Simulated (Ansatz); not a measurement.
## Molecular dynamics of GaNH₃Cl

System: GaNH₃Cl.
Method: RKS BLYP-D4/def2-SVP (Ansatz 0.2.0).

One setting was made poor on purpose. It belongs to a series of runs on one base structure; here: an input spoilt on purpose.

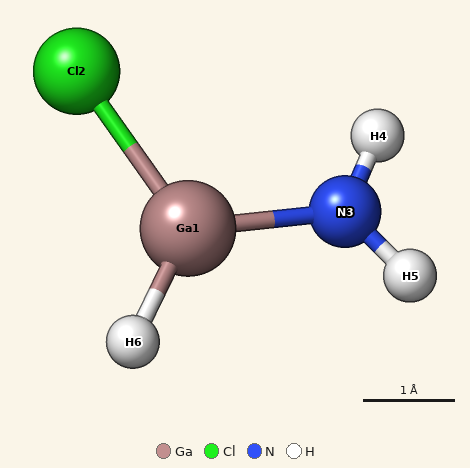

Figure 1. The input geometry (ball-and-stick view, seen at a tilt; atoms are numbered from 1 in the order of the input). Sticks mark near contacts. Bond lengths as drawn: Cl–Ga 2.19 Å, Ga–H 1.56 Å, Ga–N 1.82 Å and H–N 1.02 Å.

What the run reported

| quantity | value |
| --- | --- |
| outcome | refused by the program |
| hardware | 1 thread of Arm Neoverse V1, 24 GiB of memory available, shared host |

What went wrong

The program refused the input: “YAML parse error: error: line 18 column 13: unknown variant `nvt`, expected one of nve, nve_milne, nvt_langevin, nvt_nose_hoover, npt_langevin --> <input>:18:13 | 16 | timestep: 0.25 17 | n_steps: 25 18 | ensemble: nvt | ^ unknown variant `nvt`, expected one of nve, nve_milne, nvt_langevin, nvt_nose_hoover, …” A deliberately poor setting: bad input.

Input
```yaml
crystal:
  periodic: [false, false, false]
  atoms:
    - { symbol: Ga, position_ang: [-0.006311, 0.045003, -0.065599] }
    - { symbol: Cl, position_ang: [0.079268, -0.598714, 2.021737] }
    - { symbol: "N", position_ang: [1.613168, 0.03356, -0.899402] }
    - { symbol: H, position_ang: [2.476798, -0.252488, -0.433094] }
    - { symbol: H, position_ang: [1.766343, 0.303378, -1.872992] }
    - { symbol: H, position_ang: [-1.356766, 0.469261, -0.72065] }
basis:
  gaussian: { orbitals: def2-SVP }
hamiltonian:
  xc: blyp
  dispersion: d4
md:
  timestep: 0.25
  n_steps: 25
  ensemble: nvt
  temperature: 300.0
  initial_velocities: maxwell_boltzmann
  seed: 756334
  friction: 0.05
```

Launch command:
```bash
ansatz run input.yaml --threads 1 --pin off --max-ram 2048MiB --backend cpu --events-out ev --progress --plain --runs-dir out
```

Log
```
Error: YAML parse error: error: line 18 column 13: unknown variant `nvt`, expected one of nve, nve_milne, nvt_langevin, nvt_nose_hoover, npt_langevin
  --> <input>:18:13
   |
16 |   timestep: 0.25
17 |   n_steps: 25
18 |   ensemble: nvt
   |             ^ unknown variant `nvt`, expected one of nve, nve_milne, nvt_langevin, nvt_nose_hoover, npt_langevin
19 |   temperature: 300.0
20 |   initial_velocities: maxwell_boltzmann
   |
```
